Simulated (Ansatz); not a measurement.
Input file:

```
crystal:
  periodic: [false, false, false]
  atoms:
    - { symbol: Ge, position_ang: [0.0, 0.0, 0.0] }
    - { symbol: O, position_ang: [0.0, 0.0, 2.12] }
    - { symbol: H, position_ang: [-0.9095, -0.2814, 2.4571] }
    - { symbol: H, position_ang: [1.4616, 0.0, -0.5162] }
    - { symbol: H, position_ang: [-0.73, 1.2648, -0.5162] }
    - { symbol: H, position_ang: [-0.73, -1.2648, -0.5162] }
    - { symbol: H, position_ang: [0.9656, -1.4663, 0.5833] }
    - { symbol: H, position_ang: [0.7487, -1.1369, 1.5265] }
basis:
  gaussian: { orbitals: def2-SVP }
hamiltonian:
  xc: b3lyp
  dispersion: d4
relax:
  f_tol: 0.15
  max_steps: 25
  restrain:
    - { distance: [0, 6], at: 2.75, k: 30.0 }
    - { distance: [7, 1], at: 2.21, k: 30.0 }
    - { distance: [0, 1], at: 1.77, k: 30.0 }
    - { distance: [7, 6], at: 0.66, k: 30.0 }
output:
  orbitals: {}
```

Command:

```sh
ansatz run input.yaml --threads 1 --pin off --max-ram 2048MiB --backend cpu --events-out ev --progress --plain --runs-dir out
```

The fields are those of the run's last geometry, not of the input's.

Not at a stationary point (largest force 1.8 eV/Å).

The calculation used RKS B3LYP-D4/def2-SVP (Ansatz 0.2.0).

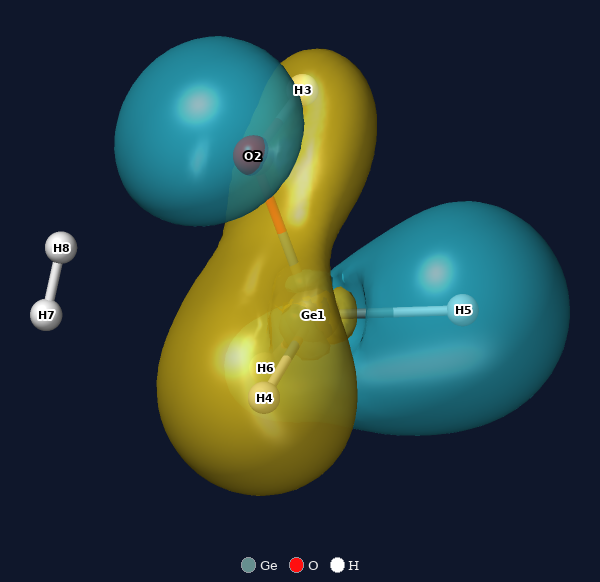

GeH₄O···H₂. The HOMO−1 at ±0.08 Å⁻³ᐟ² (yellow and cyan are the two phases), seen across its widest extent.

**Where does this orbital lie, and at what energy?**

It lies mainly on O2 (about 40 %), Ge1 (about 25 %), H5 (about 20 %) and H4 (about 10 %). Its energy is −8.86 eV.
